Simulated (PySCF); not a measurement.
## SiH$_{2}$O$_{2}$: GW calculation

- system: SiH$_{2}$O$_{2}$
- method: G0W0 (PBE)/def2-SVP, RKS (PySCF 2.14.0)

The run did not end well. The geometry comes from this level: PBE0-D4/def2-TZVP.

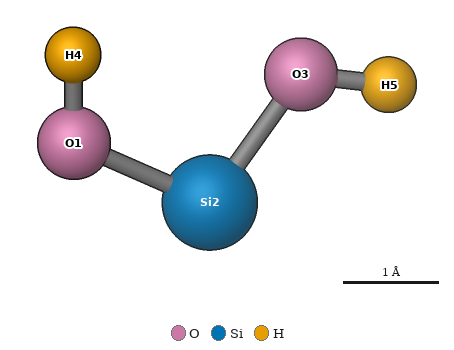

Fig. 1: The input geometry (ball-and-stick view, seen at a tilt; atoms are numbered from 1 in the order of the input). Bond lengths as drawn: H–O 0.96 Å and O–Si 1.64 to 1.66 Å.

### Input file (run.py)
```python
from pyscf import gto, dft, gw

mol = gto.M(
    atom='''
O     -2.727253    -0.199555    -0.519675
Si    -0.400622    -1.495340     1.072798
O      1.957756     0.354324     0.129635
H     -2.327954     1.226243    -1.580000
H      3.592558    -0.024755     0.819007
''',
    verbose=4,
    max_memory=40,
    basis='def2-svp',
    unit='bohr',
    spin=0,
)

mf = dft.RKS(mol, xc='pbe')
mf.direct_scf_tol = 1e-08
mf.conv_tol = 1e-08
mf.max_cycle = 60
mf.grids.level = 4
mf.kernel()

energy = mf.e_tot
print('E = %.10f Eh' % energy)

nocc = mol.nelec[0]
orbs = list(range(max(0, nocc - 2), min(mol.nao, nocc + 2)))
mygw = gw.GW(mf, freq_int='ac')
mygw.orbs = orbs
mygw.kernel()
print('orbital   mean field (eV)   quasiparticle (eV)')
for p in orbs:
    print('%4d %12.4f %12.4f' % (p + 1, mf.mo_energy[p] * 27.211386, mygw.mo_energy[p] * 27.211386))
```

Run on 1 thread of Arm Neoverse V1, 24 GiB of memory available, shared host.

Run as:
```bash
OMP_NUM_THREADS=1 python run.py
```

### The program's output
```
PySCF version 2.14.0

[INPUT] num. atoms = 5
[INPUT] num. electrons = 32
[INPUT] charge = 0
[INPUT] spin (= nelec alpha-beta = 2S) = 0
[INPUT] symmetry False subgroup None
[INPUT] Mole.unit = bohr
[INPUT] Symbol           X                Y                Z      unit          X                Y                Z       unit  Magmom
[INPUT]  1 O     -1.443200136013  -0.105599958325  -0.275000167085 AA   -2.727253000000  -0.199555000000  -0.519675000000 Bohr   0.0
[INPUT]  2 Si    -0.212000032593  -0.791299850577   0.567700253521 AA   -0.400622000000  -1.495340000000   1.072798000000 Bohr   0.0
[INPUT]  3 O      1.035999859742   0.187500186082   0.068599887738 AA    1.957756000000   0.354324000000   0.129635000000 Bohr   0.0
[INPUT]  4 H     -1.231900204870   0.648899850650  -0.836099993254 AA   -2.327954000000   1.226243000000  -1.580000000000 Bohr   0.0
[INPUT]  5 H      1.901099822508  -0.013099781856   0.433399839984 AA    3.592558000000  -0.024755000000   0.819007000000 Bohr   0.0

nuclear repulsion = 103.646248621659
number of shells = 26
number of NR pGTOs = 98
number of NR cGTOs = 56
basis = def2-svp
ecp = {}

******** <class 'pyscf.dft.rks.RKS'> ********
method = RKS
initial guess = minao
damping factor = 0
level_shift factor = 0
DIIS = <class 'pyscf.scf.diis.CDIIS'>
diis_start_cycle = 1
diis_space = 8
diis_damp = 0
SCF conv_tol = 1e-08
SCF conv_tol_grad = None
SCF max_cycles = 60
direct_scf = True
direct_scf_tol = 1e-08
XC library pyscf.dft.libxc version 7.0.0
    S. Lehtola, C. Steigemann, M. J.T. Oliveira, and M. A.L. Marques.,  SoftwareX 7, 1–5 (2018)
XC functionals = pbe
    J. P. Perdew, K. Burke, and M. Ernzerhof.,  Phys. Rev. Lett. 77, 3865 (1996)
    J. P. Perdew, K. Burke, and M. Ernzerhof.,  Phys. Rev. Lett. 78, 1396 (1997)
    J. P. Perdew, K. Burke, and M. Ernzerhof.,  Phys. Rev. Lett. 77, 3865 (1996)
    J. P. Perdew, K. Burke, and M. Ernzerhof.,  Phys. Rev. Lett. 78, 1396 (1997)
radial grids:
    Treutler-Ahlrichs [JCP 102, 346 (1995); DOI:10.1063/1.469408] (M4) radial grids

becke partition: Becke, JCP 88, 2547 (1988); DOI:10.1063/1.454033
pruning grids: <function nwchem_prune>
grids dens level: 4
symmetrized grids: False
atomic radii adjust function: <function treutler_atomic_radii_adjust>
small_rho_cutoff = 0
Set gradient conv threshold to 0.0001
Initial guess from minao.
tot grids = 116856
init E= -440.86634275825
  HOMO = -0.258329772557187  LUMO = -0.0991056143932787  gap/eV = 4.33271
cycle= 1 E= -440.442806720611  delta_E= 0.424  |g|= 1.11  |ddm|= 2.23
  HOMO = -0.0690818945568736  LUMO = 0.019265711480537  gap/eV = 2.40406
cycle= 2 E= -439.263964094198  delta_E= 1.18  |g|= 2.53  |ddm|= 2.46
  HOMO = -0.189034576213339  LUMO = -0.0451470805340239  gap/eV = 3.91538
cycle= 3 E= -440.671715919994  delta_E= -1.41  |g|= 0.158  |ddm|= 1.96
  HOMO = -0.22151557708389  LUMO = -0.0675619328784274  gap/eV = 4.18929
cycle= 4 E= -440.678550303784  delta_E= -0.00683  |g|= 0.0928  |ddm|= 0.364
  HOMO = -0.212339046099344  LUMO = -0.0615894924903673  gap/eV = 4.10210
cycle= 5 E= -440.67975957823  delta_E= -0.00121  |g|= 0.0632  |ddm|= 0.116
  HOMO = -0.210440471511185  LUMO = -0.0596917679076645  gap/eV = 4.10208
cycle= 6 E= -440.680610653615  delta_E= -0.000851  |g|= 0.00624  |ddm|= 0.0526
  HOMO = -0.210440818336016  LUMO = -0.059977656911224  gap/eV = 4.09431
cycle= 7 E= -440.680620847859  delta_E= -1.02e-05  |g|= 0.00121  |ddm|= 0.00871
  HOMO = -0.21049049028447  LUMO = -0.0599801992357669  gap/eV = 4.09559
cycle= 8 E= -440.680621207814  delta_E= -3.6e-07  |g|= 0.00016  |ddm|= 0.00141
  HOMO = -0.210491924698489  LUMO = -0.0599773967649928  gap/eV = 4.09571
cycle= 9 E= -440.680621207727  delta_E= 8.75e-11  |g|= 2.78e-05  |ddm|= 0.000245
  HOMO = -0.210492288514768  LUMO = -0.0599780532353247  gap/eV = 4.09570
```

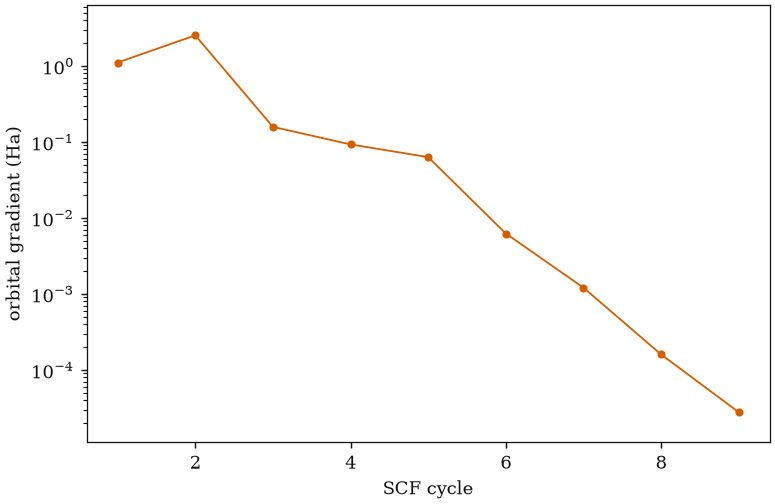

Fig. 2: Convergence of the self-consistent field: orbital gradient against the SCF cycle. The run ended after 9 cycles.

```
Extra cycle  E= -440.680621192152  delta_E= 1.56e-08  |g|= 5.06e-05  |ddm|= 8.95e-05
converged SCF energy = -440.680621192152
E = -440.6806211922 Eh

******** <class 'pyscf.gw.gw_ac.GWAC'> ********
method = GWAC
GW nocc = 16, nvir = 40
frozen orbitals = None
off-diagonal self-energy = False
GW density matrix = False
density-fitting for exchange = False
outcore for self-energy= False
broadening parameter = 5.000e-03
number of grids = 100
analytic continuation method = pade
imaginary frequency cutoff = 5.0
Pade points = 18
Pade step ratio = 0.667
use perturbative linearized QP eqn = False
QPE max iter = 100
QPE tolerance = 1.0e-06

MemoryError
```

### Outcome

- outcome: ended with an error
- total energy: −440.680621 hartree
- basis functions: 56
- HOMO: −5.73 eV
- LUMO: −1.63 eV
- dipole moment: 2.02 D
- wall time: 7.2 s
- peak memory: 0.12 GiB

### Diagnosis

The run ended with an error: “MemoryError”
